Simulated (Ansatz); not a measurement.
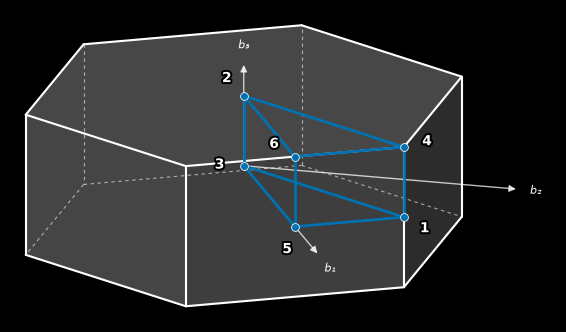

Crystal: Zn2GeN, the end point of a relaxation with Ansatz 0.2.0, DFT PBE, scalar-relativistic, plane waves, PAW; the starting structure was generated, so it need not be a known form of this composition. The first Brillouin zone of a primitive hexagonal lattice (hP; extended symbol hP2) is drawn with its special points numbered. Symmetry computed with spglib at a tolerance of 0.002 Å; standard conventional cell.

a = 3.242 Å, b = 3.242 Å, c = 7.417 Å, α = 90.00°, β = 90.00°, γ = 120.00°.

Labels and path follow the convention of Hinuma et al. (2017), as computed by seekpath; the arrows show the directions of the reciprocal primitive vectors b₁, b₂, b₃, in which coordinates are given.

### Which special point is each number?

```
no.  label      coordinates
  1      K    (1/3, 1/3, 0)
  2      A      (0, 0, 1/2)
  3      Γ        (0, 0, 0)
  4      H  (1/3, 1/3, 1/2)
  5      M      (1/2, 0, 0)
  6      L    (1/2, 0, 1/2)
```
